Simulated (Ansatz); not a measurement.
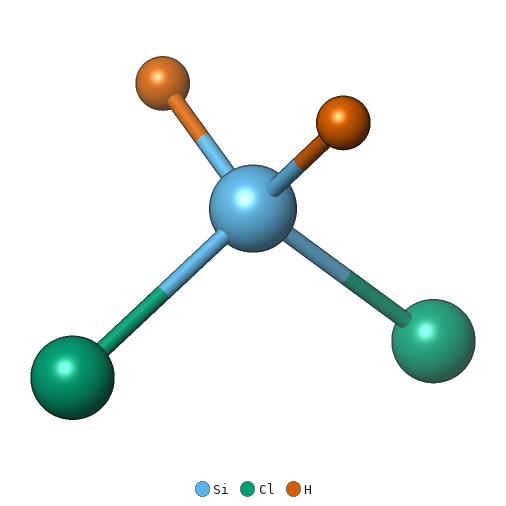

Rendered structure (ball-and-stick style). Every bond is drawn as one stick, whatever its order.

The geometry was computed by an optimisation with PBE0-D4/def2-TZVP.

Description:

The molecule is Cl₂H₂Si. The point group is C2v. Coordination: 1 Si tetrahedral.

The parts below concern this one geometry. Atoms keep their numbers from picture to picture.

### Vibrations

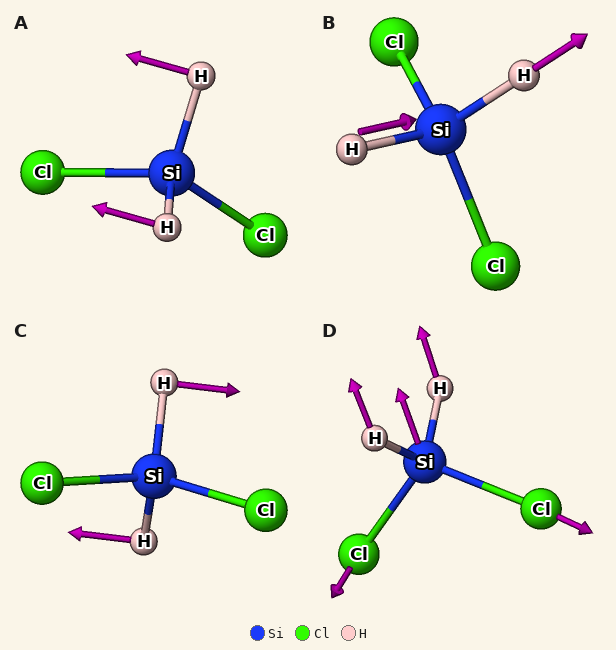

4 normal modes of one molecule or complex, as arrows. Harmonic vibrations computed with RKS PBE0-D4/def2-TZVP (Ansatz 0.2.0) at a stationary point of the same level.

**Match the panels to the wavenumbers 529 cm⁻¹, 707 cm⁻¹, 871 cm⁻¹, 2286 cm⁻¹.**

A: 871 cm⁻¹, Cl–Si–H bending
B: 2286 cm⁻¹, out-of-phase stretching of 2 Si–H bonds
C: 707 cm⁻¹, Cl–Si–H bending
D: 529 cm⁻¹, in-phase stretching of 2 Cl–Si bonds

### Dipole moment

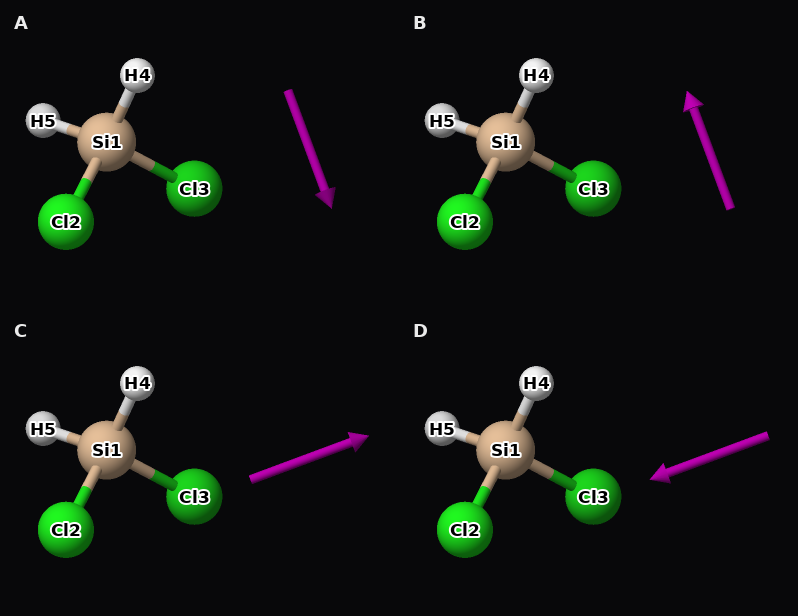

The same molecule four times, each with an arrow. Method: RKS PBE0-D4/def2-TZVP (Ansatz 0.2.0).

**Which arrow points along the dipole moment, from the negative to the positive end?**

B. The dipole moment is 1.15 D; it points from the side of Cl2, Cl3 to the side of H4, H5 (the outermost atoms at the two ends).

### Charges

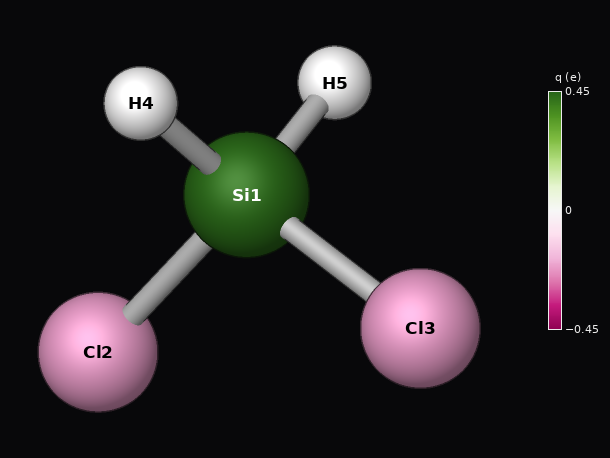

Atoms are coloured by their Mulliken charges. Method: RKS PBE0-D4/def2-TZVP (Ansatz 0.2.0).

Give the Mulliken charges atom by atom.

| atom | value (e) |
| --- | --- |
| Si1 | 0.44 |
| Cl2 | −0.22 |
| Cl3 | −0.22 |
| H4 | 0.00 |
| H5 | 0.00 |

Mulliken values depend strongly on the basis set and can even reverse the polarity of a bond.
